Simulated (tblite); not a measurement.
**Geometry relaxation of Si2H6O3 (part 1 of 2)**

Si2H6O3, SMILES O[SiH2]O[SiH2]O, computed with GFN1-xTB, R-SCC, GBSA solvent acetonitrile (tblite 0.8.0).

The geometry: force field.

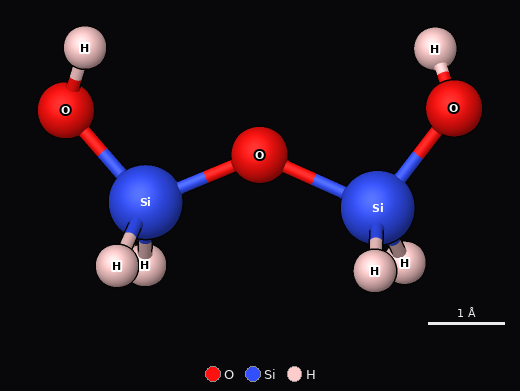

The starting structure (ball-and-stick view, seen at a tilt).

## Results in brief

- outcome: converged
- total energy: −21.409295 hartree
- basis functions: 42
- largest force: 0.004 eV/Å
- HOMO: −11.68 eV
- LUMO: −4.02 eV
- dipole moment: 3.97 D
- hardware: 1 thread of Intel Xeon (Granite Rapids), 192 GiB of memory available, shared host
- wall time: 0.66 s
- peak memory: 0.086 GiB

## The input (job.py)
```python
"""GFN1-xTB geometry optimisation"""
import json
import numpy as np
from tblite.interface import Calculator
from tblite.interface import symbols_to_numbers
from scipy.optimize import minimize

geometry = """
O     -1.788400    -2.017400     0.623600
Si    -0.391600    -1.236600     0.911600
O     -0.230800     0.015000    -0.165700
Si     1.015400     1.173500    -0.479600
O      0.405900     2.098900    -1.741400
H     -2.532800    -1.366100     0.285200
H      0.734500    -2.210200     0.749900
H     -0.361900    -0.693500     2.288200
H      1.168000     2.022600     0.760300
H      2.205800     0.512100    -0.860800
H     -0.158800     1.644600    -2.350600
"""
lines = [l.split() for l in geometry.strip().splitlines()]
symbols = [l[0] for l in lines]
numbers = np.array(symbols_to_numbers(symbols))
positions = np.array([l[1:4] for l in lines], float) / 0.5291772

calculator = Calculator("GFN1-xTB", numbers, positions, charge=0, uhf=0)
calculator.set("verbosity", 0)
calculator.set("accuracy", 0.1)
calculator.add("gbsa-solvation", "acetonitrile", "bar1mol")
last, frames, energies, grads = [None], [], [], []

def fun(x):
    calculator.update(x.reshape(-1, 3))
    last[0] = calculator.singlepoint(last[0])
    return float(last[0].get('energy')), last[0].get('gradient').ravel()

def show(x):
    e, g = fun(x)
    frames.append(x.reshape(-1, 3).tolist())
    energies.append(e)
    grads.append(g.reshape(-1, 3).tolist())
    print(f"{len(energies) - 1:4d} {e:16.9f} {np.abs(g).max():12.3e} {np.linalg.norm(g):12.3e}")

print("step      energy/Eh       max grad     grad norm")
show(positions.ravel())
opt = minimize(fun, positions.ravel(), jac=True, method="BFGS", callback=show, options={"gtol": 0.0001, "maxiter": 500})
print("converged:", opt.success, "-", opt.message)
fun(opt.x)
res = last[0]
final = opt.x.reshape(-1, 3)
print("final geometry (angstrom)")
for s, p in zip(symbols, final * 0.529177210903):
    print(f"{s:<2} {p[0]:12.6f} {p[1]:12.6f} {p[2]:12.6f}")
print(f"E(total): {res.get('energy'):.8f} Eh")
eps = np.atleast_2d(res.get("orbital-energies")) * 27.211386
occ = np.atleast_2d(res.get("orbital-occupations"))
filled = occ.sum(axis=0) if eps.shape[0] == 1 else occ[0]
homo = np.nonzero(filled > 0.5)[0].max()
print("  MO   occupation   energy/eV")
for i in range(max(0, homo - 4), min(eps.shape[1], homo + 5)):
    print(f"{i + 1:4d} {filled[i]:10.4f} {eps[0, i]:12.4f}")
mu = res.get("dipole") * 2.541746
print(f"Dipole moment: {np.linalg.norm(mu):.4f} D, components " + " ".join(f"{c:.4f}" for c in mu))
q = res.get("charges")
print("Charges:", " ".join(f"{s}{i + 1}={c:+.4f}" for i, (s, c) in enumerate(zip(symbols, q))))
out = {k: np.asarray(res.get(k)).tolist() for k in ("energy", "gradient", "charges", "dipole", "orbital-energies", "orbital-occupations")}
out.update(symbols=symbols, positions=(positions * 0.529177210903).tolist(), final=final.tolist(), frames=frames, step_energies=energies, grads=grads, success=bool(opt.success))
json.dump(out, open("results.json", "w"))
```

Run as:
```bash
python job.py
```

## What the program printed
```
step      energy/Eh       max grad     grad norm
   0    -21.357827100    4.523e-02    1.158e-01
   1    -21.367734560    2.663e-02    5.987e-02
   2    -21.371881175    3.136e-02    5.665e-02
   3    -21.374276206    2.089e-02    4.120e-02
   4    -21.377658514    1.603e-02    3.391e-02
   5    -21.379768931    1.952e-02    4.121e-02
   6    -21.382233663    2.431e-02    4.645e-02
   7    -21.385840464    2.140e-02    5.435e-02
   8    -21.390487255    3.099e-02    6.288e-02
   9    -21.395674948    2.652e-02    5.644e-02
  10    -21.398588472    2.494e-02    4.263e-02
  11    -21.399993220    1.172e-02    3.265e-02
  12    -21.401145612    1.084e-02    2.746e-02
  13    -21.402718999    1.101e-02    2.914e-02
  14    -21.405255683    1.303e-02    2.835e-02
  15    -21.407608301    1.582e-02    3.373e-02
  16    -21.408294597    7.722e-03    1.744e-02
  17    -21.408745200    5.185e-03    1.240e-02
  18    -21.409027867    4.612e-03    9.579e-03
  19    -21.409122462    3.759e-03    7.945e-03
  20    -21.409215114    2.307e-03    4.994e-03
  21    -21.409243541    1.996e-03    3.371e-03
  22    -21.409260863    9.863e-04    2.737e-03
  23    -21.409271050    1.072e-03    2.471e-03
  24    -21.409278211    8.327e-04    1.829e-03
  25    -21.409282704    8.169e-04    1.405e-03
  26    -21.409286439    5.549e-04    1.249e-03
  27    -21.409289260    4.660e-04    1.103e-03
  28    -21.409291010    3.557e-04    8.214e-04
  29    -21.409291991    2.412e-04    6.760e-04
  30    -21.409292662    2.164e-04    6.038e-04
  31    -21.409293207    2.154e-04    5.772e-04
  32    -21.409293729    1.922e-04    5.540e-04
  33    -21.409294306    2.270e-04    5.696e-04
  34    -21.409294857    1.655e-04    5.312e-04
  35    -21.409295165    1.249e-04    3.043e-04
  36    -21.409295247    5.076e-05    1.363e-04
converged: True - Optimization terminated successfully.
final geometry (angstrom)
O     -1.865892    -1.624129     0.540883
Si    -0.385638    -1.302859     1.051165
O      0.310695    -0.035744     0.238452
Si     1.085130     1.224197    -0.512542
O      0.282313     1.773188    -1.780992
H     -2.742379    -1.890736     0.308979
H      0.437740    -2.459276     0.794361
H     -0.465296    -0.907380     2.436143
H      1.174755     2.288123     0.457742
H      2.352552     0.711227    -0.972371
H     -0.118680     2.166289    -2.541119
E(total): -21.40929525 Eh
  MO   occupation   energy/eV
  12     2.0000     -14.1653
  13     2.0000     -13.8007
  14     2.0000     -13.2506
  15     2.0000     -11.9502
  16     2.0000     -11.6824
  17     0.0000      -4.0193
  18     0.0000      -3.8798
  19     0.0000      -3.2150
  20     0.0000      -2.9396
Dipole moment: 3.9659 D, components -3.1215 0.3114 -2.4264
Charges: O1=-0.5135 Si2=+0.4508 O3=-0.3963 Si4=+0.4509 O5=-0.5135 H6=+0.4035 H7=-0.0714 H8=-0.0713 H9=-0.0714 H10=-0.0713 H11=+0.4035
```

## Trajectory as extended XYZ (Å, eV, eV/Å), 37 frames, from step=0 to step=36
```
11
Properties=species:S:1:pos:R:3:forces:R:3 step=0 energy=-581.17608
O    -1.7884   -2.0174    0.6236   -2.1398   2.3257  -1.0163
Si   -0.3916   -1.2366    0.9116    0.6676  -0.5405   0.5184
O    -0.2308    0.0150   -0.1657    1.6757   0.5843   0.4339
Si    1.0154    1.1735   -0.4796   -1.8228   0.9854   0.0312
O     0.4059    2.0989   -1.7414    0.8667  -0.8900   1.4164
H    -2.5328   -1.3661    0.2852    1.8001  -2.2810   0.9295
H     0.7345   -2.2102    0.7499   -0.7047   0.4545  -0.0426
H    -0.3619   -0.6935    2.2882   -0.1188  -0.1399  -0.5544
H     1.1680    2.0226    0.7603   -0.1809  -0.4790  -0.9831
H     2.2058    0.5121   -0.8608    0.3116  -0.2427  -0.1690
H    -0.1588    1.6446   -2.3506   -0.3547   0.2232  -0.5640
11
Properties=species:S:1:pos:R:3:forces:R:3 step=1 energy=-581.44568
O    -1.8104   -1.9935    0.6131   -0.3026   1.2842  -0.2776
Si   -0.3847   -1.2422    0.9169    0.1357  -0.4138   0.2115
O    -0.2136    0.0210   -0.1612    1.3696   0.2082   0.6299
Si    0.9966    1.1836   -0.4793   -0.8748   0.4483   0.1958
O     0.4148    2.0897   -1.7268    0.1023  -0.8496   0.3959
H    -2.5143   -1.3896    0.2948    0.3709  -1.0762   0.2852
H     0.7272   -2.2055    0.7495   -0.5826   0.2982  -0.0707
H    -0.3631   -0.6949    2.2825   -0.1154  -0.1210  -0.4360
H     1.1661    2.0177    0.7502   -0.1791  -0.3433  -0.8167
H     2.2090    0.5096   -0.8625   -0.0331  -0.0272  -0.0394
H    -0.1625    1.6469   -2.3564    0.1090   0.5922  -0.0778
11
Properties=species:S:1:pos:R:3:forces:R:3 step=2 energy=-581.55851
O    -1.8209   -1.9643    0.6057    1.6126  -0.2308   0.5545
Si   -0.3807   -1.2511    0.9221   -0.1198  -0.1004   0.0171
O    -0.1843    0.0262   -0.1485    0.9078  -0.2328   0.7945
Si    0.9762    1.1942   -0.4756    0.1311  -0.0874   0.2773
O     0.4187    2.0719   -1.7162   -0.1884  -0.3604  -0.1496
H    -2.5033   -1.4148    0.3022   -1.4955   0.4087  -0.5385
H     0.7148   -2.1989    0.7480   -0.3738   0.0624  -0.1065
H    -0.3655   -0.6975    2.2731   -0.1077  -0.0871  -0.2574
H     1.1624    2.0102    0.7328   -0.1557  -0.1023  -0.5168
H     2.2091    0.5085   -0.8637   -0.2856   0.1564   0.0634
H    -0.1612    1.6584   -2.3591    0.0751   0.5738  -0.1381
11
Properties=species:S:1:pos:R:3:forces:R:3 step=3 energy=-581.62369
O    -1.8103   -1.9567    0.6081    0.8735  -0.0346   0.2770
Si   -0.3799   -1.2549    0.9242    0.0599   0.0883   0.0606
O    -0.1660    0.0259   -0.1370    0.6791  -0.3537   0.7821
Si    0.9702    1.1972   -0.4719    0.4599  -0.2383   0.1988
O     0.4192    2.0631   -1.7130   -0.2359  -0.1688  -0.2645
H    -2.5133   -1.4197    0.2998   -1.0740   0.0524  -0.3435
H     0.7072   -2.1962    0.7466   -0.2429  -0.0593  -0.1150
H    -0.3674   -0.6992    2.2676   -0.0948  -0.0561  -0.1401
H     1.1597    2.0068    0.7221   -0.1287   0.0465  -0.3225
H     2.2067    0.5095   -0.8635   -0.3104   0.1941   0.0826
H    -0.1609    1.6670   -2.3622    0.0143   0.5295  -0.2155
11
Properties=species:S:1:pos:R:3:forces:R:3 step=4 energy=-581.71572
O    -1.7921   -1.9364    0.6109   -0.3034   0.1388  -0.1448
Si   -0.3745   -1.2595    0.9303    0.2594   0.2862   0.1719
O    -0.1235    0.0205   -0.1053    0.2918  -0.4253   0.6205
Si    0.9656    1.1996   -0.4635    0.8242  -0.3490  -0.1652
O     0.4177    2.0451   -1.7097   -0.1829   0.0811  -0.2240
H    -2.5370   -1.4365    0.2950   -0.4465  -0.4065  -0.0630
H     0.6904   -2.1924    0.7423    0.0462  -0.3349  -0.1274
H    -0.3719   -0.7028    2.2560   -0.0644   0.0222   0.1676
H     1.1531    2.0020    0.6991   -0.0524   0.3848   0.1201
H     2.1987    0.5138   -0.8623   -0.2132   0.1924   0.0710
H    -0.1612    1.6896   -2.3721   -0.1588   0.4102  -0.4267
11
Properties=species:S:1:pos:R:3:forces:R:3 step=5 energy=-581.77315
O    -1.7819   -1.9177    0.6110   -1.0035   0.2444  -0.3954
Si   -0.3669   -1.2603    0.9378    0.2053   0.1740   0.2667
O    -0.0844    0.0112   -0.0716    0.1277  -0.2389   0.3355
Si    0.9712    1.1980   -0.4596    0.7860  -0.2736  -0.4280
O     0.4148    2.0308   -1.7085   -0.1677   0.1039  -0.1612
H    -2.5615   -1.4559    0.2906    0.0138  -0.6493   0.1263
H     0.6773   -2.1938    0.7371    0.2459  -0.5403  -0.1212
H    -0.3765   -0.7055    2.2490   -0.0416   0.0882   0.4607
H     1.1471    2.0032    0.6819    0.0103   0.6123   0.4040
H     2.1900    0.5194   -0.8606    0.0270   0.1021  -0.0007
H    -0.1638    1.7134   -2.3862   -0.2033   0.3772  -0.4867
11
Properties=species:S:1:pos:R:3:forces:R:3 step=6 energy=-581.84022
O    -1.7792   -1.8950    0.6076   -1.2499   0.3079  -0.4874
Si   -0.3575   -1.2608    0.9497   -0.0665  -0.1886   0.3214
O    -0.0372   -0.0009   -0.0299    0.0915   0.1141  -0.0415
Si    0.9858    1.1936   -0.4610    0.4484   0.0026  -0.4705
O     0.4092    2.0146   -1.7091   -0.1965   0.0147  -0.1360
H    -2.5918   -1.4839    0.2859    0.3102  -0.7218   0.2328
H     0.6653   -2.2025    0.7297    0.3475  -0.6798  -0.0870
H    -0.3823   -0.7073    2.2474   -0.0283   0.1296   0.7456
H     1.1405    2.0124    0.6673    0.0564   0.7108   0.4938
H     2.1814    0.5267   -0.8591    0.4397  -0.0773  -0.1429
H    -0.1688    1.7459   -2.4079   -0.1525   0.3879  -0.4282
11
Properties=species:S:1:pos:R:3:forces:R:3 step=7 energy=-581.93836
O    -1.7856   -1.8588    0.5984   -1.1002   0.3278  -0.4368
Si   -0.3473   -1.2667    0.9718   -0.4769  -0.6484   0.2550
O     0.0365   -0.0161    0.0316    0.0951   0.4694  -0.4126
Si    1.0120    1.1885   -0.4682   -0.2120   0.5275  -0.2412
O     0.3971    1.9891   -1.7125   -0.3249  -0.1500  -0.2524
H    -2.6374   -1.5326    0.2803    0.4940  -0.6401   0.2753
H     0.6518   -2.2250    0.7174    0.3105  -0.7301  -0.0034
H    -0.3916   -0.7084    2.2559   -0.0303   0.1101   0.9881
H     1.1311    2.0358    0.6510    0.1004   0.6714   0.3688
H     2.1761    0.5358   -0.8594    1.0928  -0.3573  -0.3822
H    -0.1774    1.8013   -2.4456    0.0515   0.4196  -0.1587
11
Properties=species:S:1:pos:R:3:forces:R:3 step=8 energy=-582.06481
O    -1.8035   -1.8099    0.5826   -0.6328   0.3315  -0.2652
Si   -0.3414   -1.2830    1.0025   -0.7813  -0.7677  -0.0348
O     0.1323   -0.0302    0.1060    0.0277   0.4942  -0.5079
Si    1.0425    1.1896   -0.4790   -0.8620   0.9645   0.0824
O     0.3763    1.9544   -1.7217   -0.5124  -0.2754  -0.5067
H    -2.6925   -1.6010    0.2752    0.5946  -0.4668   0.2722
H     0.6377   -2.2633    0.7018    0.0931  -0.6213   0.1315
H    -0.4039   -0.7086    2.2796   -0.0497  -0.0291   0.9898
H     1.1204    2.0741    0.6338    0.1477   0.5213   0.0926
H     2.1845    0.5426   -0.8651    1.5938  -0.5224  -0.5878
H    -0.1869    1.8783   -2.4949    0.3814   0.3713   0.3338
11
Properties=species:S:1:pos:R:3:forces:R:3 step=9 energy=-582.20597
O    -1.8329   -1.7533    0.5616    0.0619   0.2928   0.0102
Si   -0.3448   -1.3082    1.0348   -0.7928  -0.3859  -0.4152
O     0.2351   -0.0418    0.1818   -0.1666   0.2384  -0.3795
Si    1.0681    1.2020   -0.4909   -1.0169   0.8595   0.2260
O     0.3452    1.9144   -1.7410   -0.4994  -0.2922  -0.5642
H    -2.7456   -1.6821    0.2731    0.6007  -0.2523   0.2308
H     0.6244   -2.3152    0.6865   -0.2758  -0.3287   0.3059
H    -0.4182   -0.7094    2.3202   -0.0712  -0.3101   0.6172
H     1.1110    2.1252    0.6182    0.1827   0.2913  -0.2517
H     2.2151    0.5438   -0.8793    1.3638  -0.2755  -0.5592
H    -0.1921    1.9675   -2.5443    0.6137   0.1626   0.7795
11
Properties=species:S:1:pos:R:3:forces:R:3 step=10 energy=-582.28526
O    -1.8490   -1.7417    0.5542    1.2824   0.2280   0.4099
Si   -0.3582   -1.3182    1.0361   -0.4821  -0.0328  -0.3314
O     0.2439   -0.0397    0.1847   -0.2515   0.0289  -0.2002
Si    1.0644    1.2154   -0.4950   -0.4626   0.4115   0.0396
O     0.3306    1.9071   -1.7552    0.1830  -0.4023   0.4421
H    -2.7422   -1.7017    0.2778   -0.5265  -0.1741  -0.1279
H     0.6242   -2.3358    0.6881   -0.4834  -0.1109   0.3531
H    -0.4212   -0.7121    2.3447   -0.0695  -0.4895   0.1757
H     1.1135    2.1455    0.6204    0.1590   0.1668  -0.4083
H     2.2447    0.5389   -0.8911    0.5983   0.1673  -0.3073
H    -0.1855    1.9852   -2.5441    0.0529   0.2070  -0.0451
11
Properties=species:S:1:pos:R:3:forces:R:3 step=11 energy=-582.32348
O    -1.8503   -1.7044    0.5474   -0.1115   0.0660  -0.0029
Si   -0.3678   -1.3315    1.0455    0.1187   0.4078  -0.2270
O     0.2932   -0.0447    0.2202   -0.4007  -0.0387  -0.1823
Si    1.0643    1.2310   -0.4989    0.0602  -0.2495   0.1633
O     0.3160    1.8794   -1.7606   -0.2527  -0.1447  -0.2865
H    -2.7679   -1.7498    0.2783    0.5558  -0.1182   0.1824
H     0.6076   -2.3627    0.6868   -0.5630  -0.0166   0.3953
H    -0.4298   -0.7215    2.3674   -0.0658  -0.6028  -0.0372
H     1.1115    2.1728    0.6035    0.1565   0.1710  -0.3917
H     2.2725    0.5414   -0.9044    0.1115   0.4787  -0.1516
H    -0.1840    2.0329   -2.5646    0.3912   0.0470   0.5382
11
Properties=species:S:1:pos:R:3:forces:R:3 step=12 energy=-582.35484
O    -1.8433   -1.7104    0.5516   -0.1699   0.0124  -0.0418
Si   -0.3718   -1.3262    1.0362    0.3547   0.4149   0.0080
O     0.2691   -0.0409    0.2015   -0.3185  -0.0274  -0.1308
Si    1.0556    1.2323   -0.4963    0.3396  -0.3774   0.0768
O     0.3189    1.8820   -1.7580   -0.0324  -0.1715   0.0720
H    -2.7537   -1.7412    0.2812    0.2191  -0.1579   0.0882
H     0.6030   -2.3580    0.6958   -0.4908  -0.0494   0.3397
H    -0.4285   -0.7299    2.3660   -0.0540  -0.5575  -0.0654
H     1.1164    2.1699    0.6018    0.1366   0.2151  -0.3076
H     2.2781    0.5448   -0.9075   -0.0669   0.5339  -0.0706
H    -0.1787    2.0205   -2.5515    0.0824   0.1647   0.0316
11
Properties=species:S:1:pos:R:3:forces:R:3 step=13 energy=-582.39765
O    -1.8391   -1.7036    0.5529   -0.2766  -0.0460  -0.0836
Si   -0.3735   -1.3194    1.0307    0.4298   0.3607   0.2016
O     0.2582   -0.0389    0.1933   -0.2047   0.0270  -0.0994
Si    1.0524    1.2330   -0.4935    0.5503  -0.4704  -0.0569
O     0.3155    1.8713   -1.7568    0.1092  -0.1608   0.2744
H    -2.7458   -1.7516    0.2853    0.0464  -0.1596   0.0367
H     0.5841   -2.3640    0.7099   -0.3727  -0.0868   0.2679
H    -0.4312   -0.7509    2.3719   -0.0357  -0.4763  -0.0819
H     1.1227    2.1805    0.5888    0.1176   0.2283  -0.2142
H     2.2930    0.5580   -0.9167   -0.2569   0.5662   0.0225
H    -0.1712    2.0285   -2.5451   -0.1067   0.2176  -0.2671
11
Properties=species:S:1:pos:R:3:forces:R:3 step=14 energy=-582.46668
O    -1.8382   -1.6822    0.5512   -0.3939  -0.0885  -0.1224
Si   -0.3732   -1.3084    1.0289    0.2953   0.1826   0.3602
O     0.2580   -0.0372    0.1933   -0.0332   0.1125  -0.0652
Si    1.0568    1.2312   -0.4911    0.6703  -0.4386  -0.2447
O     0.3043    1.8432   -1.7565    0.1155  -0.1102   0.2280
H    -2.7415   -1.7852    0.2922    0.0070  -0.1254   0.0204
H     0.5439   -2.3840    0.7345   -0.1867  -0.1271   0.1627
H    -0.4391   -0.7930    2.3874   -0.0072  -0.3258  -0.0794
H     1.1330    2.2096    0.5594    0.0966   0.1784  -0.1235
H     2.3202    0.5877   -0.9346   -0.4489   0.5407   0.1326
H    -0.1589    2.0612   -2.5439   -0.1149   0.2015  -0.2687
11
Properties=species:S:1:pos:R:3:forces:R:3 step=15 energy=-582.53070
O    -1.8456   -1.6364    0.5435   -0.8134  -0.2048  -0.2267
Si   -0.3724   -1.2934    1.0362   -0.0619  -0.1520   0.3813
O     0.2799   -0.0357    0.2094    0.1678   0.1772  -0.0069
Si    1.0774    1.2254   -0.4929    0.5138  -0.1195  -0.4503
O     0.2781    1.7866   -1.7615   -0.1537   0.2098  -0.4277
H    -2.7443   -1.8582    0.3035    0.5266   0.0908   0.1475
H     0.4706   -2.4292    0.7747    0.0197  -0.0901   0.0340
H    -0.4554   -0.8684    2.4196    0.0302  -0.0921  -0.0792
H     1.1496    2.2700    0.5035    0.0743  -0.0437  -0.1156
H     2.3647    0.6457   -0.9653   -0.5865   0.4080   0.2372
H    -0.1373    2.1364   -2.5500    0.2831  -0.1836   0.5063
11
Properties=species:S:1:pos:R:3:forces:R:3 step=16 energy=-582.54937
O    -1.8497   -1.6434    0.5437    0.0965   0.0356   0.0371
Si   -0.3703   -1.2890    1.0387   -0.3639  -0.2735   0.1482
O     0.2704   -0.0325    0.2016    0.2174   0.1307   0.0409
Si    1.0864    1.2190   -0.4969    0.1323   0.1654  -0.3971
O     0.2787    1.7880   -1.7620    0.1121  -0.0016   0.0170
H    -2.7369   -1.8531    0.3048   -0.1179  -0.0728  -0.0201
H     0.4649   -2.4291    0.7812    0.0582  -0.1050   0.0080
H    -0.4550   -0.8777    2.4169    0.0201  -0.0129   0.0495
H     1.1534    2.2706    0.4991    0.0761  -0.1010  -0.1477
H     2.3570    0.6577   -0.9634   -0.3194   0.2485   0.1372
H    -0.1336    2.1325   -2.5429    0.0885  -0.0133   0.1270
11
Properties=species:S:1:pos:R:3:forces:R:3 step=17 energy=-582.56164
O    -1.8545   -1.6341    0.5410    0.0148   0.0105   0.0236
Si   -0.3741   -1.2919    1.0452   -0.2666  -0.1583  -0.0424
O     0.2842   -0.0312    0.2102    0.1503   0.0136   0.0988
Si    1.0950    1.2197   -0.5042   -0.1285   0.2135  -0.2264
O     0.2737    1.7787   -1.7661    0.1186   0.0195  -0.0085
H    -2.7398   -1.8682    0.3065    0.0164  -0.0229   0.0119
H     0.4539   -2.4394    0.7860    0.0451  -0.0635   0.0065
H    -0.4578   -0.8890    2.4227    0.0117   0.0178   0.0874
H     1.1560    2.2799    0.4871    0.0791  -0.1330  -0.1649
H     2.3570    0.6712   -0.9653   -0.1381   0.1515   0.0593
H    -0.1282    2.1472   -2.5423    0.0970  -0.0488   0.1546
```
